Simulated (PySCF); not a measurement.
# SiH4S (SMILES [SiH3]S) at CISD/STO-3G

Aim: the vertical ionisation energy of SiH4S at CISD/STO-3G, from 2 runs. Input form: a Python script.

The results are computed with PySCF 2.14.0.

6 further runs of the same task are left out: 6 set aside as unsound or not needed.

### 1 The molecule

The species is SiH4S (6 atoms), meant as a singlet with charge 0. SMILES: `[SiH3]S`. The coordinates come from a PBE0-D4/def2-TZVP relaxation.

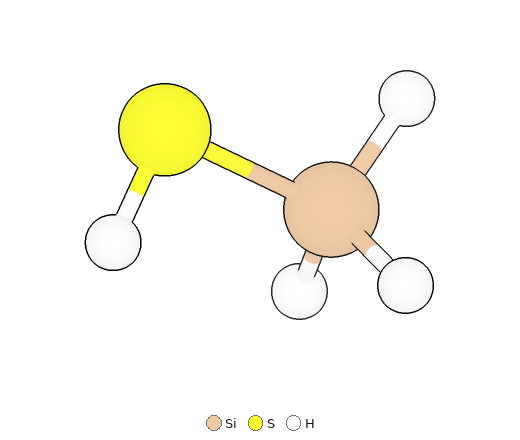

Viewed from a chosen angle; silicon light orange, sulfur yellow, hydrogen white.

### 2 A single-point energy at CISD/STO-3G

input.py reads:

```python
from pyscf import gto, scf, ci

system = gto.M(
    atom=[
    ('Si', (-0.169800, -0.263400, -0.436000)),
    ('S', (0.907300, -0.012600, 1.392800)),
    ('H', (-1.629800, -0.074300, -0.241600)),
    ('H', (0.108600, -1.658300, -0.852500)),
    ('H', (0.299800, 0.681200, -1.481100)),
    ('H', (0.526100, 1.263300, 1.572300)),
],
    spin=0,
    basis='sto-3g',
    verbose=3,
    max_memory=1860,
)

mf = scf.RHF(system)
mf.conv_tol = 1e-10
mf.kernel()
if not mf.converged:
    mf = mf.newton().run(mf.mo_coeff, mf.mo_occ)

cisd = ci.CISD(mf, frozen=10)
cisd.kernel()
energy = cisd.e_tot
print('E = %.10f Eh' % energy)
```

Run with:

```bash
OMP_NUM_THREADS=1 python input.py
```

What it wrote:

```text
converged SCF energy = -681.110713513736
E(RCISD) = -681.200135252892  E_corr = -0.08942173915556192
E = -681.2001352529 Eh
```

Wall time 0.54 s (1 thread of Arm Neoverse V2, shared host); peak memory 0.1 GiB.

### 3 The doublet cation at the same level

input.xyz reads:

```xyz
6

Si    -0.169800    -0.263400    -0.436000
S      0.907300    -0.012600     1.392800
H     -1.629800    -0.074300    -0.241600
H      0.108600    -1.658300    -0.852500
H      0.299800     0.681200    -1.481100
H      0.526100     1.263300     1.572300
```

job.py reads:

```python
from pyscf import gto, scf, ci

mol = gto.M(
    atom='input.xyz',
    basis='sto-3g',
    max_memory=1860,
    verbose=3,
    spin=1,
    charge=1,
)

mf = scf.UHF(mol)
mf.conv_tol = 1e-10
mf.kernel()
if not mf.converged:
    mf = mf.newton().run(mf.mo_coeff, mf.mo_occ)

cisd = ci.CISD(mf, frozen=10)
cisd.kernel()
e_final = cisd.e_tot
print('Final energy', e_final)
```

Run with:

```bash
OMP_NUM_THREADS=1 python job.py
```

What it wrote:

```text
converged SCF energy = -680.89529635501  <S^2> = 0.7569729  2S+1 = 2.0069608
E(UCISD) = -680.9829610571737  E_corr = -0.08766470216331013
Final energy -680.9829610571737
```

It took 0.6 s on 1 thread of Arm Neoverse V2, shared host; peak memory 0.1 GiB.

### 4 What came out

Level: CISD/STO-3G, 10 core orbitals frozen.

| quantity | value |
| --- | --- |
| singlet SiH4S: total energy | -681.20014 Eh |
| singlet SiH4S: dipole moment (Hartree–Fock density) | 1.19 D |
| singlet SiH4S: HOMO energy (Hartree–Fock orbitals) | -7.12 eV |
| singlet SiH4S: LUMO energy (Hartree–Fock orbitals) | 10.84 eV |
| singlet SiH4S: HOMO–LUMO gap (Hartree–Fock orbitals) | 17.96 eV |
| singlet SiH4S: correlation energy (10 core orbitals frozen) | -89.4 mEh |
| doublet cation: total energy | -680.98296 Eh |
| doublet cation: HOMO energy (Hartree–Fock orbitals) (highest over α and β) | -17.49 eV |
| doublet cation: LUMO energy (Hartree–Fock orbitals) (lowest over α and β) | -4.61 eV |
| doublet cation: correlation energy (10 core orbitals frozen) | -87.7 mEh |
| doublet cation: ⟨S²⟩ of the reference determinant | 0.757 |
| vertical ionisation energy (to the doublet cation) | 5.910 eV |

**Reading.** The vertical ionisation energy comes to 5.91 eV (570 kJ/mol). In a minimal basis such a difference can be off by several eV, whatever the method. Mulliken charges (singlet SiH4S) of the mean-field density run from -0.15 on H3 to +0.58 on Si1; they depend strongly on the basis. Mulliken charges (doublet cation) of the mean-field density run from -0.07 on H4 to +0.62 on Si1.
